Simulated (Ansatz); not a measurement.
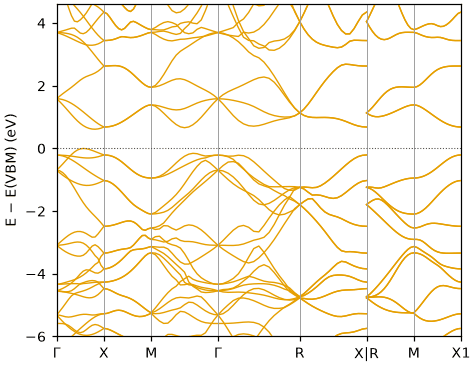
Fig. 1. Band structure from r²SCAN in the plane-wave PAW code Ansatz

The gap is 0.61 eV; an edge lies off the plotted path or next to a special point (maximum on the Γ–X line, 57 % of the way from Γ, minimum off the standard path).

Question: Pick the material that matches.
A. SiOs, P2_13 (Si on 4a, Os on 4a)
B. GaN, Pm-3n (Ga on 6c, N on 6d)
C. SrTiO3, cubic perovskite
D. Ca3PbO, anti-perovskite

Answer: A, SiOs, P2_13 (Si on 4a, Os on 4a)

The first step of the workflow began from a Materials Project structure, measured or hypothetical; the Crystallography Open Database files this formula in space group No. 198, but the cells were not matched. Its standing as an ambient phase is unchecked. The cell was relaxed with r²SCAN under the symmetry of its start; its stability against distortions is not shown here. No spin polarisation was allowed. Spin–orbit coupling is left out wherever it is not named.

Potentials: the later of the program's two PAW sets.
